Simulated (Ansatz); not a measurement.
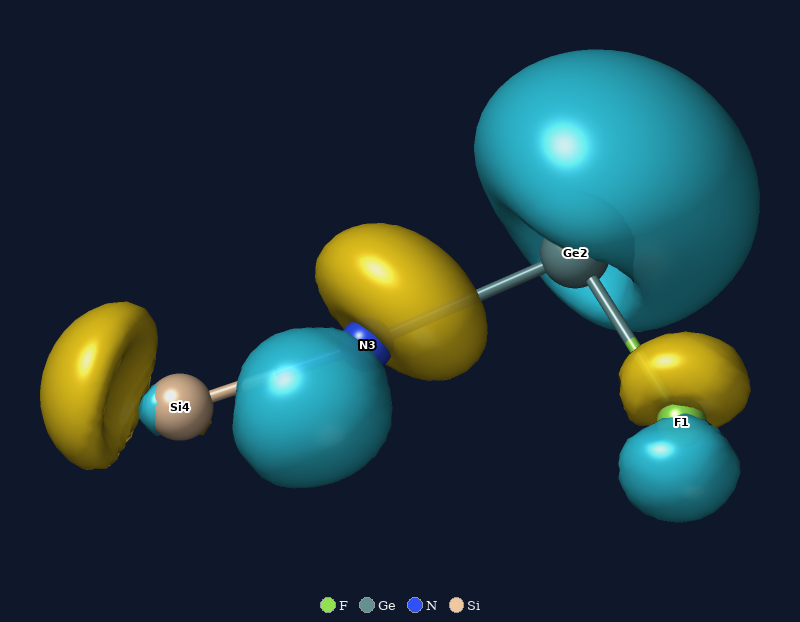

Figure. FGeNSi. One frontier orbital at ±0.15 Å⁻³ᐟ² (yellow and cyan are the two phases), seen at a tilt.

Geometry: PBE0-D3(BJ)/def2-SVP.

Level of theory: Ansatz, isolated molecule in a Gaussian basis; Kohn-Sham density functional theory, functional PBE0.

```xyz
4

F     1.8690    1.0104    0.0575
Ge    0.2874    1.7752   -0.0947
N    -0.7417    0.2691    0.0386
Si   -1.7558   -0.9428    0.1386
```

> Which orbital is it: HOMO or LUMO?

The HOMO, at −7.40 eV. By Hirshfeld shares it lies mainly on Ge2 (about 55 %), N3 (about 20 %), Si4 (about 15 %) and F1 (about 10 %); it is symmetric in the molecular plane (an in-plane orbital: σ, lone-pair or in-plane π type).
